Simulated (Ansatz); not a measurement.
# SiGeF+ (triplet): wave-function methods side by side, cc-pVDZ

How much of the correlation energy of SiGeF+ (triplet) does each wave-function method recover here?

Program: Ansatz 0.2.0, Gaussian basis. Level of theory: cc-pVDZ, core rule «outside noble gas», up to 20 orbitals frozen. These are calculated values, not measurements.

To be run: UHF; CCSD(T) on ROHF; CCSD(T) on UHF; BCCD(T) on ROHF; CISD; CCSDT(Q) on ROHF; CCSDT(Q) on UHF.

39 further runs of the same task are left out: 10 for a known fault of the program, 14 that didn't finish, 15 set aside as unsound or not needed.

## (1) The geometry

The geometry is a PBE0/def2-TZVP stationary point (not a proven minimum) of the parent state, kept for this charge and spin. No spin-orbit coupling is included. The filled d shell of Ge may be among the frozen orbitals whatever the setting's name suggests; the logs give the count.

3 atoms, charge 1, spin multiplicity 3.

Atoms are counted from 1 here; the program's logs count them from 0.

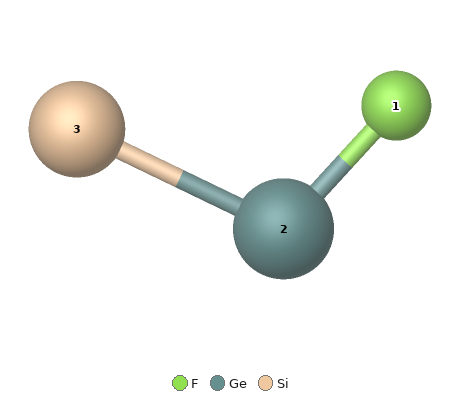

The geometry (fluorine green, germanium teal, silicon light orange); atoms are numbered from 1 in the order of the file.

## (2) UHF

in.yaml reads:

```yaml
crystal:
  periodic: [false, false, false]
  atoms:
    - {symbol: F, position_ang: [0.000000, -1.068183, 1.360686]}
    - {symbol: Ge, position_ang: [0.000000, 0.397053, 0.388067]}
    - {symbol: Si, position_ang: [0.000000, -0.304362, -1.924126]}
basis:
  gaussian: {orbitals: cc-pVDZ}
total_charge: 1
magnetization: {spin_polarized: true, initial_magnetization: 2}
hamiltonian: {xc: hf}
output: {orbitals: {seedname: orbitals}}
```

The run is started by

```sh
ansatz run in.yaml --threads 1 --pin off --events-out ev --progress --plain --max-ram 2393MiB
```

After this run come: CCSD(T) on ROHF; CCSD(T) on UHF; BCCD(T) on ROHF; CISD; CCSDT(Q) on ROHF; CCSDT(Q) on UHF.

Q: Predict the results of all the runs planned. Wanted: UCCSDT(Q) below the RHF energy; RMP2 from UCCSDT(Q); UMP2 from UCCSDT(Q); RCCSD from UCCSDT(Q); RCCSD(T) from UCCSDT(Q); UCCSD(T) from UCCSDT(Q); RCCSDT(Q) from UCCSDT(Q); T1 diagnostic.

As calculated:

```
                         quantity                      value
   UCCSDT(Q) below the RHF energy                 -9.5383 eV
              RMP2 from UCCSDT(Q)              +104.6 kJ/mol
              UMP2 from UCCSDT(Q)              +110.4 kJ/mol
             RCCSD from UCCSDT(Q)               +34.4 kJ/mol
          RCCSD(T) from UCCSDT(Q)                +7.6 kJ/mol
          UCCSD(T) from UCCSDT(Q)                +7.7 kJ/mol
         RCCSDT(Q) from UCCSDT(Q)                +1.0 kJ/mol
levels within 1 kcal/mol (43 meV)  RCCSDT, UCCSDT, RCCSDT(Q)
                    T1 diagnostic                      0.031
```

What this shows: RCCSD(T) misses by +7.6 kJ/mol, 0.8 % of the correlation energy. These misses are within one basis, not against nature; the frozen cores of restricted and unrestricted runs differ, which can shift their rows.
